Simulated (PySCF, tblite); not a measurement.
# C6H7NS: a rotation path, then NMR shifts on frames, part 2 of 2

tblite 0.8.0 and PySCF 2.14.0. Atoms count from 0. The steps go on from the part before.

## Step 4: Shielding tensors: image 3, PBE0/pcSseg-1

The job: settings as JSON, then the geometry in Å.

```
{"job": {"kind": "nmr", "xc": "PBE0", "basis": "pcSseg-1", "pop": false}, "charge": 0, "multiplicity": 1}
C     -2.532000     0.259800    -0.701700
C     -1.670900    -0.578100    -0.159600
C     -0.682900    -0.181200     0.899000
C      0.708500    -0.289200     0.356100
C      1.574800     0.808800     0.129100
C      2.762500     0.372000    -0.374300
S      2.721900    -1.333700    -0.536900
N      1.204300    -1.459700     0.041700
H     -2.588500     1.289800    -0.385900
H     -3.217300    -0.039100    -1.476500
H     -1.607500    -1.609400    -0.479700
H     -0.778200    -0.853500     1.755800
H     -0.862700     0.845100     1.223200
H      1.333500     1.836900     0.328500
H      3.630100     0.939600    -0.640700
```

Method: GIAO PBE0/pcSseg-1 NMR shielding, non-relativistic, gas phase.

The log of the run:

```text
coarse grid: 13544 points
cycle   1  E = -685.1245511569  dE =  1.407e+00  |g| = 4.115e-01  |ddm| = 3.816e+00
cycle   2  E = -685.1045316971  dE =  2.002e-02  |g| = 5.085e-01  |ddm| = 9.047e-01
cycle   3  E = -685.1655953314  dE = -6.106e-02  |g| = 1.261e-01  |ddm| = 5.648e-01
cycle   4  E = -685.1690168767  dE = -3.422e-03  |g| = 4.321e-02  |ddm| = 1.381e-01
cycle   5  E = -685.1694379519  dE = -4.211e-04  |g| = 1.569e-02  |ddm| = 6.183e-02
cycle   6  E = -685.1695030129  dE = -6.506e-05  |g| = 4.968e-03  |ddm| = 2.263e-02
cycle   7  E = -685.1695083589  dE = -5.346e-06  |g| = 1.626e-03  |ddm| = 5.332e-03
final grid: 127592 points
cycle   8  E = -685.2183718463  dE = -2.994e-05  |g| = 9.318e-03  |ddm| = 3.478e-02
cycle   9  E = -685.2183539443  dE =  1.790e-05  |g| = 1.268e-02  |ddm| = 1.938e-02
cycle  10  E = -685.2183922252  dE = -3.828e-05  |g| = 1.531e-03  |ddm| = 1.273e-02
cycle  11  E = -685.2183927920  dE = -5.668e-07  |g| = 4.170e-04  |ddm| = 1.719e-03
cycle  12  E = -685.2183928313  dE = -3.933e-08  |g| = 1.619e-04  |ddm| = 5.432e-04
cycle  13  E = -685.2183928378  dE = -6.489e-09  |g| = 4.639e-05  |ddm| = 1.813e-04
cycle  14  E = -685.2183928382  dE = -3.404e-10  |g| = 2.348e-05  |ddm| = 5.600e-05
converged SCF energy = -685.2183928382

GIAO shielding tensors (ppm)
atom      isotropic    diamagn.    paramagn.     s11        s22        s33       span
  0 C       65.628     253.577    -187.949    -43.673     84.894    155.664    199.337
  1 C       39.481     255.553    -216.073    -82.909     48.606    152.745    235.653
  2 C      142.912     244.513    -101.601    127.103    144.040    157.592     30.490
  3 C       14.212     255.026    -240.814    -57.748     -8.223    108.607    166.355
  4 C       59.346     253.036    -193.690    -19.636     56.063    141.611    161.248
  5 C       27.865     262.751    -234.886    -74.571     15.561    142.604    217.175
  6 S      110.376    1056.721    -946.345    -65.214    192.863    203.479    268.693
  7 N      -64.305     325.163    -389.468   -320.690   -101.482    229.256    549.946
  8 H       26.297      31.384      -5.087     22.905     25.569     30.416      7.511
  9 H       26.437      28.762      -2.325     23.744     25.170     30.397      6.653
 10 H       24.980      31.066      -6.086     22.249     23.949     28.743      6.494
 11 H       27.770      29.016      -1.246     24.685     26.541     32.085      7.400
 12 H       28.291      32.026      -3.735     24.516     28.820     31.537      7.022
 13 H       24.558      33.059      -8.501     21.556     24.635     27.484      5.928
 14 H       23.269      30.825      -7.556     21.867     22.268     25.671      3.805
```

Wall time 20 s (1 thread of Arm Neoverse V1, shared host); peak memory 0.82 GiB.

This run: δ C3 172.7, C5 159.1, C1 147.4, C4 127.6, H14 8.45, H13 7.16 ppm.

## Step 5: Shielding tensors: image 7, PBE0/pcSseg-1

The job: settings as JSON, then the geometry in Å.

```
{"job": {"kind": "nmr", "xc": "PBE0", "basis": "pcSseg-1", "pop": false}, "charge": 0, "multiplicity": 1}
C     -2.673900    -0.076100    -0.728700
C     -1.714500    -0.628900    -0.014300
C     -0.689000     0.138700     0.761800
C      0.669100    -0.056500     0.159400
C      1.831700     0.673600     0.517000
C      2.893700     0.250800    -0.222500
S      2.391900    -0.995000    -1.288300
N      0.847100    -0.955300    -0.774600
H     -2.802000     0.993400    -0.777100
H     -3.371200    -0.664600    -1.300200
H     -1.585300    -1.701600     0.006800
H     -0.662600    -0.213800     1.799200
H     -0.919700     1.207100     0.776800
H      1.870300     1.450100     1.259100
H      3.909900     0.586000    -0.196300
```

Method: GIAO PBE0/pcSseg-1 NMR shielding, non-relativistic, gas phase.

The log of the run:

```text
coarse grid: 13544 points
cycle   1  E = -685.1215851576  dE =  1.414e+00  |g| = 4.165e-01  |ddm| = 3.846e+00
cycle   2  E = -685.1005456908  dE =  2.104e-02  |g| = 5.200e-01  |ddm| = 9.930e-01
cycle   3  E = -685.1633046464  dE = -6.276e-02  |g| = 1.349e-01  |ddm| = 6.140e-01
cycle   4  E = -685.1671832825  dE = -3.879e-03  |g| = 4.240e-02  |ddm| = 1.445e-01
cycle   5  E = -685.1675888538  dE = -4.056e-04  |g| = 1.531e-02  |ddm| = 6.365e-02
cycle   6  E = -685.1676512552  dE = -6.240e-05  |g| = 4.508e-03  |ddm| = 2.222e-02
cycle   7  E = -685.1676556326  dE = -4.377e-06  |g| = 1.641e-03  |ddm| = 5.021e-03
final grid: 127592 points
cycle   8  E = -685.2170251267  dE = -2.793e-05  |g| = 9.269e-03  |ddm| = 3.598e-02
cycle   9  E = -685.2170074850  dE =  1.764e-05  |g| = 1.265e-02  |ddm| = 1.968e-02
cycle  10  E = -685.2170454114  dE = -3.793e-05  |g| = 1.474e-03  |ddm| = 1.293e-02
cycle  11  E = -685.2170459195  dE = -5.081e-07  |g| = 4.265e-04  |ddm| = 1.679e-03
cycle  12  E = -685.2170459605  dE = -4.102e-08  |g| = 1.578e-04  |ddm| = 5.506e-04
cycle  13  E = -685.2170459667  dE = -6.200e-09  |g| = 4.278e-05  |ddm| = 1.762e-04
cycle  14  E = -685.2170459670  dE = -2.697e-10  |g| = 2.333e-05  |ddm| = 5.622e-05
converged SCF energy = -685.2170459670

GIAO shielding tensors (ppm)
atom      isotropic    diamagn.    paramagn.     s11        s22        s33       span
  0 C       65.678     253.071    -187.393    -44.972     84.640    157.368    202.340
  1 C       41.864     254.735    -212.871    -82.400     44.618    163.373    245.773
  2 C      145.105     246.213    -101.108    135.267    137.200    162.847     27.580
  3 C       13.885     254.726    -240.841    -55.020     -9.465    106.139    161.159
  4 C       60.559     253.196    -192.637    -19.027     53.015    147.690    166.717
  5 C       28.121     263.521    -235.400    -74.266     16.985    141.644    215.910
  6 S      121.271    1056.686    -935.415    -55.985    201.092    218.707    274.691
  7 N      -63.599     325.345    -388.943   -312.520   -107.522    229.246    541.766
  8 H       26.341      31.075      -4.734     23.083     25.415     30.527      7.445
  9 H       26.247      28.414      -2.167     23.310     25.288     30.143      6.833
 10 H       24.630      30.856      -6.226     22.662     23.578     27.649      4.987
 11 H       27.900      29.508      -1.609     24.023     27.383     32.293      8.269
 12 H       28.229      31.563      -3.335     23.696     29.183     31.807      8.110
 13 H       24.525      32.464      -7.939     21.642     24.585     27.349      5.707
 14 H       23.218      30.640      -7.422     21.749     22.140     25.765      4.015
```

Run time: 19 s. Hardware: 1 thread of Arm Neoverse V1, shared host; peak memory 0.81 GiB.

In short: δ C3 173.0, C5 158.8, C1 145.1, C4 126.4, H14 8.50, H13 7.19 ppm.

## Step 6: Nuclear shieldings: image 8, PBE0/pcSseg-1

The job: settings as JSON, then the geometry in Å.

```
{"job": {"kind": "nmr", "xc": "PBE0", "basis": "pcSseg-1", "pop": false}, "charge": 0, "multiplicity": 1}
C     -2.802400    -0.157700    -0.622000
C     -1.706200    -0.617000    -0.051100
C     -0.674300     0.244200     0.606700
C      0.700100     0.001700     0.062800
C      1.878800     0.589400     0.592200
C      2.966100     0.181900    -0.117700
S      2.465800    -0.882400    -1.366400
N      0.889400    -0.787000    -0.963100
H     -3.029700     0.895900    -0.655400
H     -3.523200    -0.813100    -1.079800
H     -1.490900    -1.675900    -0.037600
H     -0.653100     0.036100     1.683100
H     -0.924300     1.301800     0.479400
H      1.900600     1.257700     1.433200
H      3.998800     0.432500     0.014000
```

Method: GIAO PBE0/pcSseg-1 NMR shielding, non-relativistic, gas phase.

The log of the run:

```text
coarse grid: 13544 points
cycle   1  E = -685.1232079790  dE =  1.409e+00  |g| = 4.149e-01  |ddm| = 3.847e+00
cycle   2  E = -685.1028287601  dE =  2.038e-02  |g| = 5.162e-01  |ddm| = 9.952e-01
cycle   3  E = -685.1647069863  dE = -6.188e-02  |g| = 1.341e-01  |ddm| = 6.117e-01
cycle   4  E = -685.1685332903  dE = -3.826e-03  |g| = 4.234e-02  |ddm| = 1.450e-01
cycle   5  E = -685.1689382532  dE = -4.050e-04  |g| = 1.519e-02  |ddm| = 6.387e-02
cycle   6  E = -685.1689997472  dE = -6.149e-05  |g| = 4.467e-03  |ddm| = 2.210e-02
cycle   7  E = -685.1690040454  dE = -4.298e-06  |g| = 1.622e-03  |ddm| = 4.965e-03
final grid: 127592 points
cycle   8  E = -685.2180793633  dE = -2.913e-05  |g| = 9.196e-03  |ddm| = 3.459e-02
cycle   9  E = -685.2180617548  dE =  1.761e-05  |g| = 1.263e-02  |ddm| = 1.968e-02
cycle  10  E = -685.2180990865  dE = -3.733e-05  |g| = 1.573e-03  |ddm| = 1.288e-02
cycle  11  E = -685.2180996546  dE = -5.681e-07  |g| = 4.473e-04  |ddm| = 1.752e-03
cycle  12  E = -685.2180997011  dE = -4.653e-08  |g| = 1.534e-04  |ddm| = 5.920e-04
cycle  13  E = -685.2180997070  dE = -5.839e-09  |g| = 4.145e-05  |ddm| = 1.739e-04
cycle  14  E = -685.2180997072  dE = -2.483e-10  |g| = 2.264e-05  |ddm| = 5.369e-05
converged SCF energy = -685.2180997072

GIAO shielding tensors (ppm)
atom      isotropic    diamagn.    paramagn.     s11        s22        s33       span
  0 C       64.770     252.799    -188.029    -47.580     84.197    157.693    205.273
  1 C       42.664     253.931    -211.267    -80.850     46.733    162.108    242.958
  2 C      144.486     246.134    -101.648    132.791    136.651    164.017     31.226
  3 C       14.602     253.894    -239.292    -54.594     -8.346    106.745    161.340
  4 C       60.328     253.237    -192.909    -18.939     52.565    147.358    166.297
  5 C       28.322     263.596    -235.274    -73.717     17.007    141.674    215.391
  6 S      118.942    1056.559    -937.617    -54.362    201.760    209.428    263.790
  7 N      -63.056     324.596    -387.652   -309.316   -107.922    228.070    537.386
  8 H       26.229      30.831      -4.602     22.838     25.518     30.331      7.494
  9 H       26.212      28.265      -2.053     23.135     25.281     30.221      7.086
 10 H       24.872      30.832      -5.960     22.579     23.812     28.224      5.644
 11 H       27.783      30.018      -2.236     23.025     28.176     32.147      9.122
 12 H       28.141      31.358      -3.217     23.830     28.887     31.706      7.877
 13 H       24.538      32.440      -7.902     21.631     24.563     27.421      5.790
 14 H       23.208      30.540      -7.332     21.694     22.167     25.763      4.069
```

Run time: 20 s. Hardware: 1 thread of Arm Neoverse V1, shared host; peak memory 0.83 GiB.

In short: δ C3 172.3, C5 158.6, C1 144.3, C4 126.6, H14 8.51, H13 7.18 ppm.

## Step 7: Side by side: NMR shifts

Shifts (ppm) of some atoms, chosen among heavy atoms and hydrogens apart, with basis size and wall time:

```
  frame     C1     C4    C2   H10   H11   S6     N7  functions  time
image 0  147.1  128.0  44.4  6.24  4.07  384  332.9        178  27 s
image 3  147.4  127.6  44.0  6.74  3.95  393  332.0        178  20 s
image 7  145.1  126.4  41.8  7.09  3.82  382  331.3        178  19 s
image 8  144.3  126.6  42.4  6.85  3.93  385  330.8        178  20 s
```

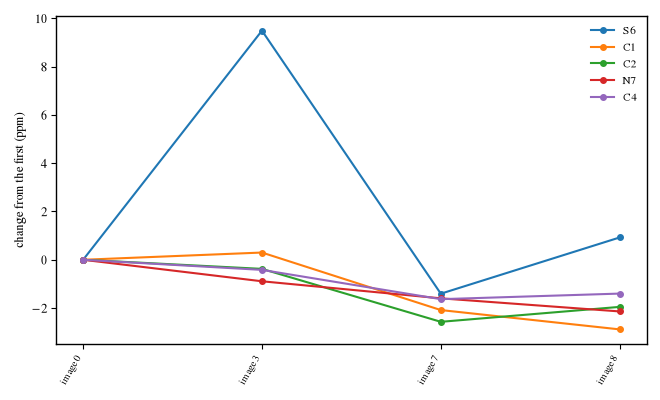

How five of the tabulated atoms move from run to run.

## Step 8: Outcome

The summary covers parts 1 to 2.

| quantity | value |
| --- | --- |
| barrier | 0.057 eV (1.3 kcal/mol) at image 7 |
| end to end (GFN2-xTB) | 0.051 eV |
| 13C shifts against TMS (PBE0/pcSseg-1, image 0) | 172.2, 158.7, 147.1, 128.0, 121.9, 44.4 ppm |
| 1H shifts against TMS (PBE0/pcSseg-1, image 0) | 8.44, 7.26, 6.24, 5.60, 5.33, 4.07, 3.54 ppm |
| 33S shifts against CS2 (PBE0/pcSseg-1, image 0) | 384 ppm |
| 15N shifts against NH3 (PBE0/pcSseg-1, image 0) | 332.9 ppm |
| surface potential, 1st and 99th percentile | -1.54 V and 1.26 V |
| range of the shift of S6 | 382 to 393 ppm |

Along the band the dihedral turns by 115°, and the top (dihedral -10°) lies 1.3 kcal/mol above the start (GFN2-xTB, rough), so at room temperature this motion is fast. The top was not checked by a frequency run. Shifts at one fixed geometry are not the observed spectrum, which averages over the motion. In the first frame run (image 0): Shielding is most anisotropic at N7 (span 524 ppm, paramagnetic term -390 ppm). NICS(1)zz of -29 ppm above the planar ring from C3 marks a diatropic (aromatic) ring current. By nearest atom (PBE0/pcSseg-1), the HOMO sits on S6 37 %; C3 16 % and the LUMO on C5 22 %; N7 20 %. Across the 4 runs the shift of S6 moves most, between 382 (image 7) and 393 ppm (image 3).
